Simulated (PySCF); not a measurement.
```xyz
2

Be    0.0000    0.0000   -0.1363
H     0.0000    0.0000    1.2187
```

Level of theory: PySCF 2.14.0, PBE0/def2-TZVPP, non-relativistic Hamiltonian with scalar-relativistic core potentials where named, at a bond length of 1.355 Å.

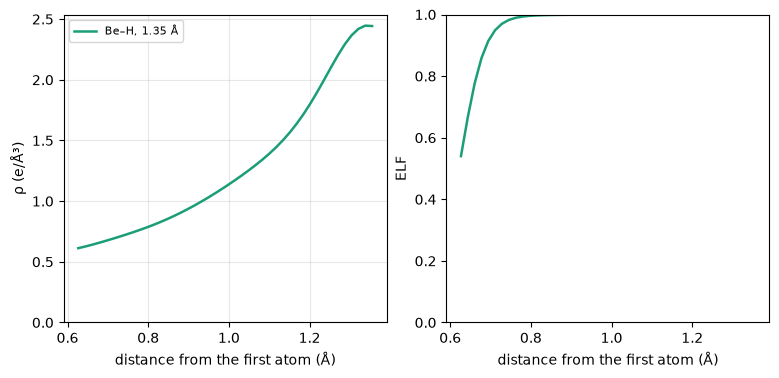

BeH (doublet). Total electron density and electron localisation function along straight lines between neighbouring atoms. The curves leave out the atomic cores.

### What can be read from the curves?

Be–H (1.35 Å): the density is about 0.66 e/Å³ at the midpoint; the ELF climbs to about 1 towards the hydrogen.
